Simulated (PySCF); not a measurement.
**Geometry relaxation, with input and output: C$_{3}$H$_{3}$F$_{3}$**

System: C$_{3}$H$_{3}$F$_{3}$, SMILES C=CC(F)(F)F.
Method: PBE0-D3(BJ)/def2-SVP geometry optimisation, gas phase (PySCF 2.14.0).

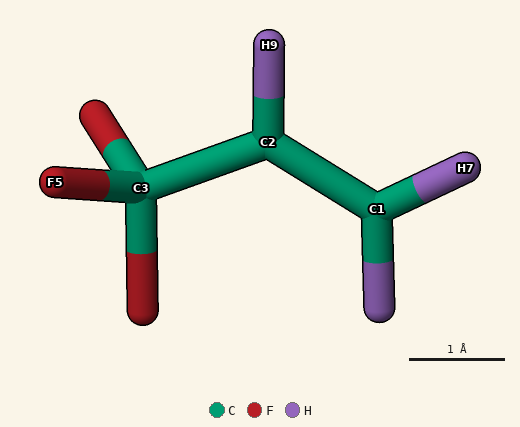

Fig. 1: The starting structure (stick view, seen at a tilt; atoms are numbered from 1 in the order of the input).

**Key numbers**

```json
{"quantity": "outcome", "value": "converged"}
{"quantity": "total energy", "value": "−414.908049 hartree"}
{"quantity": "dipole moment", "value": "2.23 D"}
{"quantity": "point group", "value": "Cs"}
{"quantity": "hardware", "value": "1 CPU thread, shared host"}
{"quantity": "wall time", "value": "23 s"}
{"quantity": "peak memory", "value": "0.41 GiB"}
```

**The input**
```
{"job": {"xc": "PBE0", "basis": "def2-SVP", "d3": "d3bj", "grid": 1, "kind": "geom"}, "charge": 0, "multiplicity": 1}
C     -1.267919     0.290228    -0.566269
C     -0.201658     0.494024     0.222299
C      0.963650    -0.423488     0.390497
F      0.860955    -1.549066    -0.358214
F      2.121598     0.186430     0.038400
F      1.097367    -0.813178     1.681652
H     -2.069643     1.020369    -0.621827
H     -1.361891    -0.608050    -1.171273
H     -0.142458     1.402731     0.811975
```

The first line tells a small driver script what to run in PySCF; the rest is the geometry in Å.

Launch command:
```bash
OMP_NUM_THREADS=1 python <driver script> task.json out
```

**Output**
```
step   0  E = -414.90625922  max force = 0.017978
step   1  E = -414.90758282  max force = 0.005500
step   2  E = -414.90786094  max force = 0.001821
step   3  E = -414.90793396  max force = 0.001991
step   4  E = -414.90794405  max force = 0.000895
step   5  E = -414.90796941  max force = 0.000406
step   6  E = -414.90799425  max force = 0.000272
step   7  E = -414.90801951  max force = 0.000318
step   8  E = -414.90804316  max force = 0.000438
step   9  E = -414.90804933  max force = 0.000219
optimisation converged
```

**Trajectory as extended XYZ (Å, eV, eV/Å), 10 frames, from step=0 to step=9**
```
9
Properties=species:S:1:pos:R:3:forces:R:3 step=0 energy=-11290.17438
C    -1.2679    0.2902   -0.5663    0.9245  -0.1995   0.4568
C    -0.2017    0.4940    0.2223   -0.6669  -0.0430  -0.4454
C     0.9637   -0.4235    0.3905    0.5156  -0.7469  -0.1356
F     0.8609   -1.5491   -0.3582    0.0173   0.8146   0.5102
F     2.1216    0.1864    0.0384   -0.7415  -0.3503   0.2793
F     1.0974   -0.8132    1.6817   -0.0713   0.2979  -0.8126
H    -2.0696    1.0204   -0.6218   -0.1347   0.1800   0.0239
H    -1.3619   -0.6080   -1.1713    0.0004  -0.2017  -0.1244
H    -0.1425    1.4027    0.8120    0.1567   0.2489   0.2477
9
Properties=species:S:1:pos:R:3:forces:R:3 step=1 energy=-11290.21040
C    -1.1186    0.3970   -0.7092   -0.1657  -0.0499   0.1306
C    -0.1916    0.5160    0.2357   -0.0100   0.1878  -0.1937
C     0.8741   -0.4989    0.4740   -0.2067   0.1022  -0.0348
F     0.9102   -1.4318   -0.4740    0.0220  -0.1416  -0.0774
F     2.0792    0.0689    0.5337    0.1602   0.0709  -0.0196
F     0.6679   -1.1098    1.6400    0.0677  -0.2382   0.2828
H    -1.8856    1.1659   -0.8278   -0.0046  -0.0086  -0.0452
H    -1.1806   -0.4867   -1.3516    0.1152   0.0863  -0.0448
H    -0.1550    1.3795    0.9064    0.0218  -0.0089   0.0022
9
Properties=species:S:1:pos:R:3:forces:R:3 step=2 energy=-11290.21797
C    -1.1282    0.4039   -0.6990    0.0454  -0.0619  -0.0937
C    -0.1973    0.5221    0.2426   -0.0278   0.0308   0.0278
C     0.8659   -0.5044    0.4801    0.0034  -0.0045  -0.0417
F     0.8846   -1.4497   -0.4602   -0.0432  -0.0186  -0.0102
F     2.0776    0.0597    0.5065    0.0291   0.0382   0.0102
F     0.6945   -1.1161    1.6588   -0.0224   0.0488  -0.0179
H    -1.9099    1.1541   -0.8398    0.0574   0.0511   0.0481
H    -1.1327   -0.4528   -1.3774   -0.0236  -0.0460   0.0216
H    -0.1544    1.3833    0.9156   -0.0183  -0.0379   0.0556
9
Properties=species:S:1:pos:R:3:forces:R:3 step=3 energy=-11290.21995
C    -1.1226    0.3990   -0.7030   -0.0093   0.1024  -0.0235
C    -0.1996    0.5223    0.2451    0.0373  -0.0989  -0.0135
C     0.8633   -0.5040    0.4781    0.0074   0.0068   0.0268
F     0.8755   -1.4504   -0.4621   -0.0018   0.0163   0.0264
F     2.0755    0.0617    0.5014   -0.0003  -0.0166  -0.0107
F     0.6942   -1.1139    1.6585    0.0053   0.0283  -0.0241
H    -1.8889    1.1659   -0.8358   -0.0200  -0.0133  -0.0223
H    -1.1347   -0.4594   -1.3798   -0.0027  -0.0009   0.0265
H    -0.1626    1.3786    0.9248   -0.0160  -0.0240   0.0145
9
Properties=species:S:1:pos:R:3:forces:R:3 step=4 energy=-11290.22023
C    -1.1235    0.4081   -0.7099    0.0378  -0.0136   0.0053
C    -0.2000    0.5122    0.2403    0.0083   0.0460   0.0354
C     0.8663   -0.5076    0.4798   -0.0377  -0.0364  -0.0207
F     0.8818   -1.4602   -0.4536    0.0066   0.0089   0.0083
F     2.0767    0.0625    0.5013   -0.0257  -0.0197  -0.0191
F     0.6965   -1.1083    1.6640    0.0134   0.0089   0.0041
H    -1.8831    1.1826   -0.8379   -0.0137  -0.0165  -0.0041
H    -1.1487   -0.4504   -1.3859    0.0139   0.0108  -0.0163
H    -0.1659    1.3610    0.9291   -0.0030   0.0116   0.0071
9
Properties=species:S:1:pos:R:3:forces:R:3 step=5 energy=-11290.22092
C    -1.1206    0.4085   -0.7078    0.0142  -0.0007  -0.0064
C    -0.1996    0.5166    0.2443   -0.0081   0.0209   0.0072
C     0.8637   -0.5071    0.4787   -0.0175  -0.0166   0.0033
F     0.8746   -1.4572   -0.4571    0.0019  -0.0019   0.0064
F     2.0758    0.0588    0.4981   -0.0031  -0.0095  -0.0156
F     0.6956   -1.1102    1.6618    0.0088   0.0012   0.0101
H    -1.8846    1.1774   -0.8429   -0.0052  -0.0048   0.0085
H    -1.1392   -0.4521   -1.3814    0.0114   0.0098  -0.0160
H    -0.1656    1.3652    0.9336   -0.0025   0.0015   0.0024
9
Properties=species:S:1:pos:R:3:forces:R:3 step=6 energy=-11290.22159
C    -1.1165    0.4128   -0.7103    0.0093   0.0140  -0.0044
C    -0.2005    0.5170    0.2471   -0.0084  -0.0098   0.0066
C     0.8602   -0.5100    0.4798    0.0104  -0.0012   0.0003
F     0.8638   -1.4636   -0.4523   -0.0099  -0.0077   0.0012
F     2.0743    0.0515    0.4895    0.0102  -0.0019  -0.0055
F     0.6976   -1.1079    1.6664   -0.0011   0.0075   0.0039
H    -1.8833    1.1795   -0.8413    0.0005   0.0020  -0.0064
H    -1.1271   -0.4413   -1.3923   -0.0008   0.0043  -0.0022
H    -0.1686    1.3621    0.9407   -0.0102  -0.0072   0.0066
9
Properties=species:S:1:pos:R:3:forces:R:3 step=7 energy=-11290.22228
C    -1.1100    0.4217   -0.7145    0.0115   0.0063  -0.0075
C    -0.2022    0.5152    0.2517   -0.0112  -0.0070   0.0000
C     0.8559   -0.5152    0.4814    0.0164   0.0093   0.0003
F     0.8477   -1.4737   -0.4456   -0.0062  -0.0070   0.0022
F     2.0732    0.0403    0.4782   -0.0001  -0.0066  -0.0024
F     0.6997   -1.1049    1.6727    0.0005   0.0031   0.0034
H    -1.8765    1.1887   -0.8457    0.0063   0.0076  -0.0018
H    -1.1133   -0.4254   -1.4051   -0.0068   0.0013  -0.0009
H    -0.1745    1.3534    0.9540   -0.0104  -0.0070   0.0067
9
Properties=species:S:1:pos:R:3:forces:R:3 step=8 energy=-11290.22293
C    -1.0998    0.4355   -0.7225    0.0082   0.0054  -0.0041
C    -0.2049    0.5112    0.2572    0.0001  -0.0101   0.0018
C     0.8493   -0.5240    0.4847    0.0225   0.0078   0.0015
F     0.8268   -1.4898   -0.4343   -0.0128  -0.0070  -0.0023
F     2.0704    0.0230    0.4650   -0.0037   0.0025   0.0013
F     0.7014   -1.1020    1.6828   -0.0064   0.0003   0.0025
H    -1.8608    1.2083   -0.8519    0.0036   0.0054  -0.0041
H    -1.0981   -0.4012   -1.4256   -0.0055   0.0002   0.0000
H    -0.1842    1.3390    0.9719   -0.0060  -0.0044   0.0033
9
Properties=species:S:1:pos:R:3:forces:R:3 step=9 energy=-11290.22309
C    -1.0823    0.4575   -0.7348    0.0004  -0.0030   0.0014
C    -0.2077    0.5055    0.2648   -0.0040   0.0062  -0.0003
C     0.8386   -0.5379    0.4903   -0.0031   0.0113   0.0007
F     0.7933   -1.5129   -0.4182    0.0068  -0.0058   0.0008
F     2.0650   -0.0039    0.4495   -0.0069  -0.0107   0.0062
F     0.6987   -1.1001    1.6969    0.0026  -0.0041  -0.0050
H    -1.8343    1.2391   -0.8638    0.0040   0.0035  -0.0012
H    -1.0741   -0.3651   -1.4544   -0.0008   0.0005  -0.0007
H    -0.1971    1.3180    0.9970    0.0009   0.0023  -0.0019
```

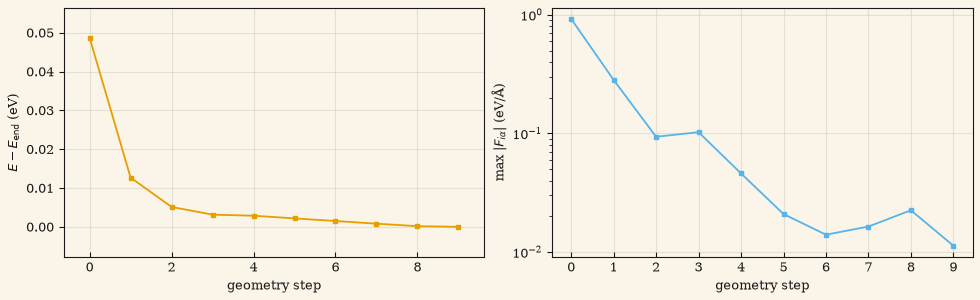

Fig. 2: Progress of the relaxation, step by step (steps are counted from 0).

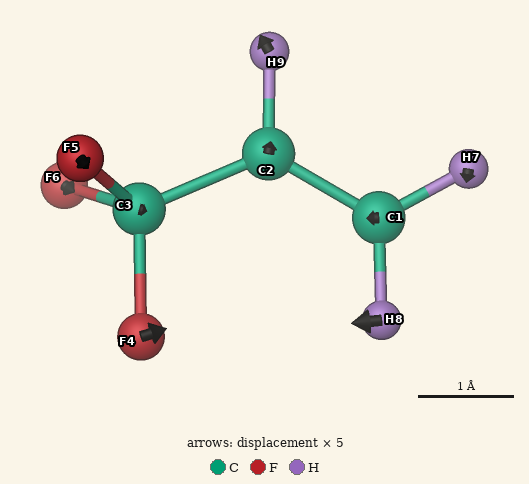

Fig. 3: The starting structure with the displacements as black arrows, magnified 5 times (ball-and-stick view, seen on its broad side). The two geometries are laid on each other by the best rigid fit. The largest move after the best rigid fit is that of H8, 0.066 Å. By element the largest moves are H 0.066 Å, F 0.058 Å, C 0.028 Å. Distances before and after: C3–F4 1.356 → 1.333 Å, C3–F5 1.355 → 1.338 Å, C1–C2 1.342 → 1.329 Å, C2–H9 1.085 → 1.094 Å. Among the angles that change: C1–C2–H9 119.3° → 122.5°, C1–C2–C3 126.4° → 123.3°. Over 9 geometry steps the energy falls by 0.049 eV. The largest force component goes from 0.92 to 0.011 eV/Å. (Atoms are counted from 1 in the order of the input.)
